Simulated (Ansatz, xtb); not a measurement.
HCl (SMILES Cl) and C2H2 (SMILES C#C) are pulled apart as rigid monomers along the line of their centres of mass, from the B3LYP-D3(BJ)/def2-TZVP minimum. Starting geometry (charge 0, multiplicity 1):
```xyz
6

Cl    -0.11766     0.53799    -0.46653
H     -0.12369     0.34363     0.81058
C     -0.55196    -0.41987     3.03450
C      0.29429     0.41823     3.16159
H     -1.30330    -1.16465     2.92608
H      1.04564     1.16173     3.27835
```

Interaction energies with rigid monomers; basis-set methods are counterpoise corrected unless marked otherwise.

Run with Ansatz (Gaussian basis) for Hartree–Fock, density functionals and correlated methods; xtb for the GFN methods. 

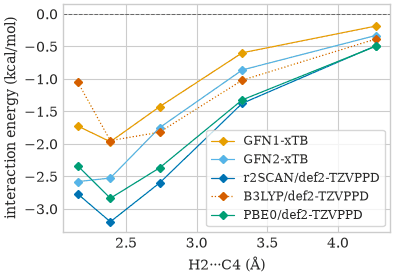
Figure: Interaction energy against separation

Problem. Which level binds most strongly at H2···C4 = 2.39, and by how much?

Solution. r2SCAN/def2-TZVPPD, -3.2 kcal/mol.

Ansatz is a program for electronic structure.
